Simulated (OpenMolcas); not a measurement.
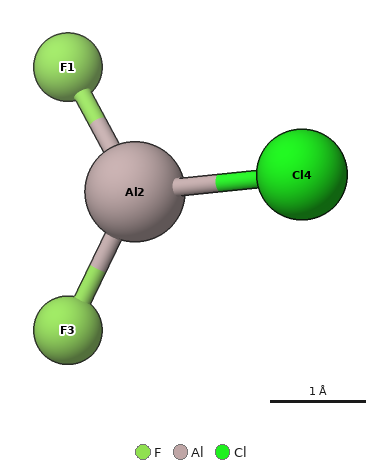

*The structure as given in the input (ball-and-stick view, seen at a tilt; atoms are numbered from 1 in the order of the input). Sticks mark near contacts.*

**Energy and gradient calculation of AlClF$_{2}$**

AlClF$_{2}$, SMILES [F][Al]([F])[Cl], computed with TPSS/def2-SVPD, RKS (OpenMolcas 26.06).

The geometry comes from this level: PBE0-D4/def2-TZVP.

## The input
```
&gateway
 baslib = $CurrDir
 coord = input.xyz
 basis = def2-SVPD
 group = NoSym

&seward
 gridinput
 Grid=UltraFine
 End of Grid

&scf
 ksdft = 2
 1.0 MGGA_X_TPSS
 1.0 MGGA_C_TPSS
 thresholds = 1e-10 1e-07 1e-07 1e-05
 prorbitals = 1 1

&alaska
```

## File input.xyz
```
4

F      0.997200     0.721760     1.149640
Al     0.069280    -0.050750     0.053570
F      0.273490    -1.653820    -0.164660
Cl    -1.339980     0.982810    -1.038560
```

Hardware: 1 thread of Arm Neoverse V2, 24 GiB of memory available, shared host.

Command:
```bash
export MOLCAS_MEM=1860
pymolcas mol.inp > mol.log
```

## What the program printed
```
--- Start Module: gateway ---

                                              &GATEWAY

                       available to each process: 1.9 GB of memory, 1 thread

 Basis Set     1 Label: F.DEF2-SVPD
 Basis set is read from library:.
 basistype.tbl is not found

 Basis Set     2 Label: AL.DEF2-SVPD
 Basis set is read from library:.
 basistype.tbl is not found

 Basis Set     3 Label: F.DEF2-SVPD
 Basis set is read from library:.
 basistype.tbl is not found

 Basis Set     4 Label: CL.DEF2-SVPD
 Basis set is read from library:.
 basistype.tbl is not found

++    Symmetry information:
      ---------------------

                    Character Table for C1

                             E
                    a        1  x, y, xy, Rz, z, xz, Ry, yz, Rx, I
--

++    Basis set information:
      ----------------------

      Basis set label: F.DEF2-SVPD.........

      Electronic valence basis set:
      ------------------
      Associated Effective Charge   9.000000 au
      Associated Actual Charge      9.000000 au
      Nuclear Model: Point charge

      Shell  nPrim  nBasis  Cartesian Spherical Contaminant
         s       8       4        X
         p       5       3        X
         d       2       2                 X

      Basis set label: AL.DEF2-SVPD.........

      Electronic valence basis set:
      ------------------
      Associated Effective Charge  13.000000 au
      Associated Actual Charge     13.000000 au
      Nuclear Model: Point charge

      Shell  nPrim  nBasis  Cartesian Spherical Contaminant
         s      11       5        X
         p       7       3        X
         d       2       2                 X

      Basis set label: F.DEF2-SVPD.........

      Electronic valence basis set:
      ------------------
      Associated Effective Charge   9.000000 au
      Associated Actual Charge      9.000000 au
      Nuclear Model: Point charge

      Shell  nPrim  nBasis  Cartesian Spherical Contaminant
         s       8       4        X
         p       5       3        X
         d       2       2                 X

      Basis set label: CL.DEF2-SVPD.........

      Electronic valence basis set:
      ------------------
      Associated Effective Charge  17.000000 au
      Associated Actual Charge     17.000000 au
      Nuclear Model: Point charge

      Shell  nPrim  nBasis  Cartesian Spherical Contaminant
         s      11       5        X
         p       8       4        X
         d       2       2                 X
--

++    Molecular structure info:
      -------------------------

                    ************************************************
                    **** Cartesian Coordinates / bohr, angstrom ****
                    ************************************************

     Center  Label                x              y              z                     x              y              z
        1      F1               1.884435       1.363929       2.172505              0.997200       0.721760       1.149640
        2      AL2              0.130920      -0.095904       0.101233              0.069280      -0.050750       0.053570
        3      F3               0.516821      -3.125267      -0.311162              0.273490      -1.653820      -0.164660
        4      CL4             -2.532195       1.857242      -1.962594             -1.339980       0.982810      -1.038560

                    ***************************************
                    *    InterNuclear Distances / bohr    *
                    ***************************************

               1 F1            2 AL2           3 F3            4 CL4
    1 F1       0.000000
    2 AL2      3.081573        0.000000
    3 F3       5.309599        3.081563        0.000000
    4 CL4      6.070339        3.894399        6.070348        0.000000

                    *******************************************
                    *    InterNuclear Distances / angstrom    *
                    *******************************************

               1 F1            2 AL2           3 F3            4 CL4
    1 F1       0.000000
    2 AL2      1.630698        0.000000
    3 F3       2.809719        1.630693        0.000000
    4 CL4      3.212285        2.060827        3.212290        0.000000
--

            Nuclear Potential Energy            198.34793512 au

--- Stop Module: gateway /rc=_RC_ALL_IS_WELL_ ---

--- Start Module: seward ---

                                              &SEWARD

                       available to each process: 1.9 GB of memory, 1 thread

               SEWARD will generate:
                  Multipole Moment integrals up to order  2
                  Kinetic Energy integrals
                  Nuclear Attraction integrals (point charge)
                  One-Electron Hamiltonian integrals
                  Velocity integrals
                  Orbital angular momentum around ( -0.3942   0.2891  -0.3055 )
                  Velocity quadrupole around ( -0.3942   0.2891  -0.3055 )
                  Two-Electron Repulsion integrals

                   Integrals are discarded if absolute value <: 1.00E-14
                   Integral cutoff threshold is set to       <: 1.00E-16

            Nuclear Potential Energy            198.34793512 au

      Basis set specifications :
      Symmetry species         a
      Basis functions           97

--- Stop Module: seward /rc=_RC_ALL_IS_WELL_ ---
--- Module seward spent 2 seconds ---

--- Start Module: scf ---

                                                &SCF

                       available to each process: 1.9 GB of memory, 1 thread

 ###############################################################################
 ###     Minimized-density-differences option turned off!                    ###
 ###############################################################################
++    Input section:
      --------------

      Header of the integral files:

      Cartesian coordinates in angstrom:
      -----------------------------------------------------
      No.  Label        X            Y            Z
      -----------------------------------------------------
       1   F1         0.99720000   0.72176000   1.14964000
       2   AL2        0.06928000  -0.05075000   0.05357000
       3   F3         0.27349000  -1.65382000  -0.16466000
       4   CL4       -1.33998000   0.98281000  -1.03856000
      -----------------------------------------------------
      Nuclear repulsion energy =  198.34793512
--

++    Orbital specifications:
      -----------------------

      Symmetry species               1
                                     a
      Frozen orbitals                0
      Occupied orbitals             24
      Secondary orbitals            73
      Deleted orbitals               0
      Total number of orbitals      97
      Number of basis functions     97
--

      Molecular charge                           0.000

      Numerical integration parameters
      --------------------------------
      Radial quadrature type:                         MHL
      Size of radial grid:                            99
      Lebedev angular grid:                           41
      Angular grid pruned with the crowding factor:  1.00E+10
                                 and fading factor:  1.00E+01
      Screening threshold for integral computation:   1.00E-11
      Radial quadrature accuracy:                     1.00E-25
      Maximum batch size:                             128
      AO values are stored on disk
      The same grid will be used for all iterations.

      DFT functional specifications
      -----------------------------
      Using Libxc version: 6.2.2
      Please cite the following reference:
      S. Lehtola, C. Steigemann, M. J.T. Oliveira, and M. A.L. Marques.,  SoftwareX 7, 1–5 (2018) doi:10.1016/j.softx.2017.11.002

      * Tao, Perdew, Staroverov & Scuseria
        - J. Tao, J. P. Perdew, V. N. Staroverov, and G. E. Scuseria.,  Phys. Rev. Lett. 91, 146401 (2003) doi:10.1103/PhysRevLett.91.146401
      * Tao, Perdew, Staroverov & Scuseria
        - J. Tao, J. P. Perdew, V. N. Staroverov, and G. E. Scuseria.,  Phys. Rev. Lett. 91, 146401 (2003) doi:10.1103/PhysRevLett.91.146401

++    Optimization specifications:
      ----------------------------

      SCF Algorithm: Conventional
      D(i)-D(i-1) density differences are used
      Number of density matrices in core                 5
      Maximum number of NDDO SCF iterations            400
      Maximum number of HF SCF iterations              400
      Threshold for SCF energy change             1.00E-10
      Threshold for density matrix                1.00E-07
      Threshold for Fock matrix                   1.00E-07
      Threshold for linear dependence             1.00E-09
      Threshold at which DIIS is turned on        1.50E-01
      Maximum depth in the DIIS procedure                5
      Maximum depth in the BFGS Hessian update          30
      Threshold at which QNR/C2DIIS is turned on  7.50E-02
      Threshold for Norm(delta) (QNR/C2DIIS)      1.00E-05
      All orbitals punched on: SCFORB
--

      Input vectors read from INPORB
      Orbital file label: *Guess orbitals

++ Convergence information
                                   [...]      iterations: Energy and convergence statistics

Iter     Tot. [...]      One-elec.       Two-elec.     Energy      Max Dij or  Max Fij      DNorm      TNorm      AccCon     Time
         Energy          Energy          Energy        Change      Delta Norm                                                in Sec.
   1  -901.891454814 -1714.763423334   614.524033397   0.00E+00    5.46E-01*   1.40E-01*    9.65E+00   2.13E+02   None         2.
   2  -901.148822229 -1706.932089764   607.435332411   7.43E-01*   9.89E-02*   7.83E-02*    3.79E+00   2.12E+02   EDIIS        1.
   3  -902.204635421 -1714.207988432   613.655417888  -1.06E+00*   1.47E-01*   2.40E-02*    1.43E+00   2.13E+02   c2DIIS       1.
   4  -902.203216183 -1713.095657823   612.544506516   1.42E-03*   1.64E-02*   1.39E-02*    6.54E-01   2.13E+02   c2DIIS       1.
   5  -902.224499721 -1713.748207578   613.175772734  -2.13E-02*   2.86E-02*   5.20E-03*    1.40E-01   2.13E+02   QNRc2DIIS    1.
   6  -902.224188546 -1714.224764013   613.652640344   3.11E-04*   1.66E-02*   6.67E-03*    1.34E-01   2.13E+02   QNRc2DIIS    1.
   7  -902.224857025 -1713.951724293   613.378932144  -6.68E-04*   1.26E-03*   5.21E-04*    7.39E-02   2.13E+02   QNRc2DIIS    1.
   8  -902.224860521 -1713.958273114   613.385477469  -3.50E-06*   4.32E-04*   2.04E-04*    5.31E-03   2.13E+02   QNRc2DIIS    1.
   9  -902.224861029 -1713.950224386   613.377428233  -5.08E-07*   8.72E-05*   2.84E-05*    1.78E-03   2.13E+02   QNRc2DIIS    1.
  10  -902.224861044 -1713.952753866   613.379957698  -1.53E-08*   2.27E-05*   9.48E-06*    4.33E-04   2.13E+02   QNRc2DIIS    1.
  11  -902.224861045 -1713.952271275   613.379475106  -1.05E-09*   3.68E-06    1.62E-06*    1.38E-04   2.13E+02   QNRc2DIIS    1.
  12  -902.224861045 -1713.952247904   613.379451736  -3.12E-11    5.60E-07    2.19E-07*    2.52E-05   2.13E+02   QNRc2DIIS    1.
  13  -902.224861045 -1713.952260490   613.379464321   1.82E-12*   1.73E-07    9.88E-08     4.79E-06   2.13E+02   QNRc2DIIS    1.
  14  -902.224861045 -1713.952260429   613.379464260  -2.05E-12    2.99E-08    1.56E-08     6.36E-07   2.13E+02   QNRc2DIIS    1.

       Convergence after  14 Iterations
--

 *****************************************************************************************************************************
 *                                             SCF/KS-DFT Program, Final results                                             *
 *                                                       Final Results                                                       *
 *****************************************************************************************************************************

::    Total KS-DFT energy                            -902.2248610451
      One-electron energy                           -1713.9522604286
      Two-electron energy                             613.3794642600
      Nuclear repulsion energy                        198.3479351234
      Kinetic energy (interpolated)                   898.8208952857
      Virial theorem                                    1.0037871458
      Total spin, S(S+1)                                0.0000000000
      Total spin, S                                     0.0000000000
      Max non-diagonal density matrix element           0.0000000227
      Max non-diagonal Fock matrix element              0.0000000105

      All orbitals with orbital energies smaller than  E(LUMO)+0.5 are printed

++    Molecular orbitals:
      -------------------

      Title: RKS-DFT orbitals

      Molecular orbitals for symmetry species 1: a

          Orbital            1         2         3         4         5         6         7         8         9        10
          Energy         -100.9991  -55.7157  -24.4266  -24.4266   -9.2715   -7.0548   -7.0501   -7.0492   -4.0737   -2.6503
          Occ. No.          2.0000    2.0000    2.0000    2.0000    2.0000    2.0000    2.0000    2.0000    2.0000    2.0000

          Orbital           11        12        13        14        15        16        17        18        19        20
          Energy           -2.6446   -2.6443   -1.0897   -1.0811   -0.7851   -0.4575   -0.4208   -0.4053   -0.3967   -0.3821
          Occ. No.          2.0000    2.0000    2.0000    2.0000    2.0000    2.0000    2.0000    2.0000    2.0000    2.0000

          Orbital           21        22        23        24        25        26        27        28        29        30
          Energy           -0.3751   -0.3748   -0.3296   -0.3210   -0.0816   -0.0434    0.0308    0.0367    0.0383    0.0670
          Occ. No.          2.0000    2.0000    2.0000    2.0000    0.0000    0.0000    0.0000    0.0000    0.0000    0.0000

          Orbital           31        32        33        34        35        36        37        38        39        40
          Energy            0.0706    0.0755    0.0783    0.0859    0.1000    0.1111    0.1416    0.1550    0.1847    0.2023
          Occ. No.          0.0000    0.0000    0.0000    0.0000    0.0000    0.0000    0.0000    0.0000    0.0000    0.0000

          Orbital           41        42        43        44        45        46        47        48        49        50
          Energy            0.2064    0.2250    0.2292    0.2526    0.2703    0.2811    0.2877    0.2988    0.3032    0.3178
          Occ. No.          0.0000    0.0000    0.0000    0.0000    0.0000    0.0000    0.0000    0.0000    0.0000    0.0000

          Orbital           51        52        53
          Energy            0.3427    0.4004    0.4037
          Occ. No.          0.0000    0.0000    0.0000

--

++    Molecular charges:
      ------------------

      Mulliken charges per centre and basis function type
      ---------------------------------------------------

                F1      AL2     F3      CL4
      1s       3.9445  4.3383  3.9445  5.9955
      2px      1.8757  2.1846  1.9325  3.7967
      2pz      1.8462  2.1847  1.9261  3.8462
      2py      1.8882  2.2288  1.7516  3.8772
      3d2+     0.0039  0.0813  0.0080  0.0086
      3d1+     0.0076  0.0421  0.0001  0.0082
      3d0      0.0061  0.0568  0.0030  0.0074
      3d1-     0.0044  0.0839  0.0069  0.0065
      3d2-     0.0040  0.0838  0.0081  0.0083
      Total    9.5806 11.2842  9.5806 17.5545

      N-E     -0.5806  1.7158 -0.5806 -0.5545

      Total electronic charge=   48.000000

      Total            charge=   -0.000000
--

++    Molecular properties:
      ---------------------

      Charge (e):
                      =   -0.0000
      Dipole Moment (debye):
      Origin of the operator (angstrom)=   -0.2086    0.1530   -0.1617
                   X= -2.8590E-01               Y=  2.1024E-01               Z= -2.2265E-01           Total=  4.1894E-01
      Quadrupole Moment (debye*angstrom):
      Origin of the operator (angstrom)=   -0.2086    0.1530   -0.1617
                  XX= -3.4247E+01              XY=  5.9990E-01              XZ= -3.7811E+00              YY= -3.8459E+01
                  YZ= -1.5692E+00              ZZ= -3.4226E+01
      In traceless form (debye*angstrom)
                  XX=  2.0955E+00              XY=  8.9984E-01              XZ= -5.6716E+00              YY= -4.2224E+00
                  YZ= -2.3539E+00              ZZ=  2.1269E+00
--

--- Stop Module: scf /rc=_RC_ALL_IS_WELL_ ---
--- Module scf spent 20 seconds ---

--- Start Module: alaska ---

                                              &ALASKA

                       available to each process: 1.9 GB of memory, 1 thread

                     Threshold for contributions to the gradient: 1.000E-07

                    ********************************************
                    * Symmetry Adapted Cartesian Displacements *
                    ********************************************

           Irreducible representation : a
           Basis function(s) of irrep: x, y, xy, Rz, z, xz, Ry, yz, Rx, I

 Basis Label        Type   Center Phase
   1   F1           x         1     1
   2   F1           y         1     1
   3   F1           z         1     1
   4   AL2          x         2     1
   5   AL2          y         2     1
   6   AL2          z         2     1
   7   F3           x         3     1
   8   F3           y         3     1
   9   F3           z         3     1
  10   CL4          x         4     1
  11   CL4          y         4     1
  12   CL4          z         4     1

                     No automatic utilization of translational and rotational invariance of the energy is employed.

 DFT contribution computed for a moving grid.

 Conventional ERI gradients!

 **************************************************
 *              Molecular gradients               *
 **************************************************

  Irreducible representation: a
 ------------------------------------------------------------------------------------------
                              X                       Y                       Z
 ------------------------------------------------------------------------------------------
  F1               -1.41613254846558E-02   -1.20214443934845E-02   -1.67810394577241E-02
  AL2               9.76757266324180E-03   -7.16188966716391E-03    7.55976928789437E-03
  F3               -3.00291421045618E-03    2.46104711644861E-02    3.48443318548108E-03
  CL4               7.39666703191588E-03   -5.42713710382969E-03    5.73683698437577E-03
 ------------------------------------------------------------------------------------------

--- Stop Module: alaska /rc=_RC_ALL_IS_WELL_ ---
--- Module alaska spent 3 seconds ---

.##################.
.# Happy landing! #.
.##################.

    Timing: Wall=26.68 User=23.98 System=2.63
```

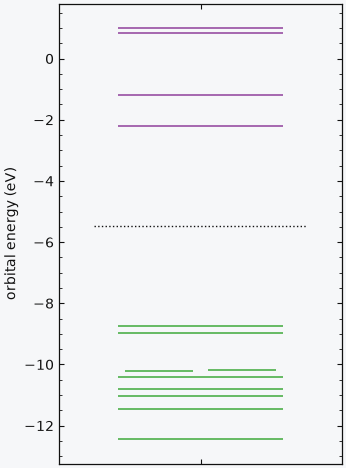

*Orbital energies near the frontier; the dotted line parts filled from empty levels, and levels within 0.02 eV of each other stand side by side.*

Highest filled −8.73 eV, lowest empty −2.22 eV, 6.51 eV apart.

## Results in brief

```tsv
quantity	value
outcome	converged
total energy	−902.224861 hartree
basis functions	97
largest force	1.287 eV/Å
HOMO	−8.73 eV
LUMO	−2.22 eV
dipole moment	0.42 debye
wall time	27 s
peak memory	0.54 GiB
```
